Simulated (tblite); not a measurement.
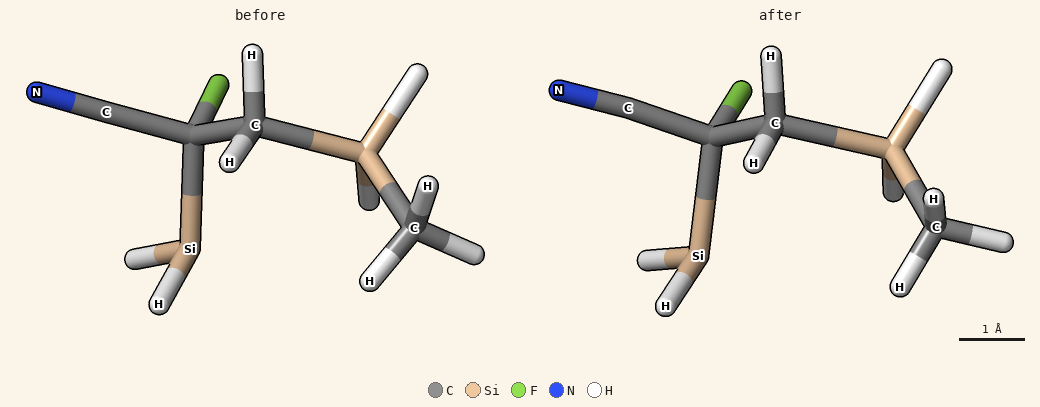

The structure of C4H9FNSi2 (multiplicity 2) before (left) and after (right) a relaxation, at one scale.

A stick model, seen at a tilt.

These are results of tblite, GFN2-xTB geometry optimisation, gas phase, not measurements. 

Describe what moved and what it gained.

The energy falls by 7.71 kcal/mol in 80 geometry steps. The atom that moves furthest after the best rigid fit is an H atom (0.32 Å). Largest moves by element: H 0.32 Å, Si 0.22 Å, F 0.12 Å, C 0.08 Å, N 0.05 Å. Near-neighbour distances that change, for instance: Si–Si 3.351 → 3.639 Å, C–Si 1.859 → 1.941 Å, C–Si 1.840 → 1.919 Å, C–H 1.126 → 1.091 Å. Bond angles that change, for instance: Si–C–H 104.8° → 111.5°, H–Si–H 110.4° → 115.8°, H–C–H 112.6° → 107.6°.
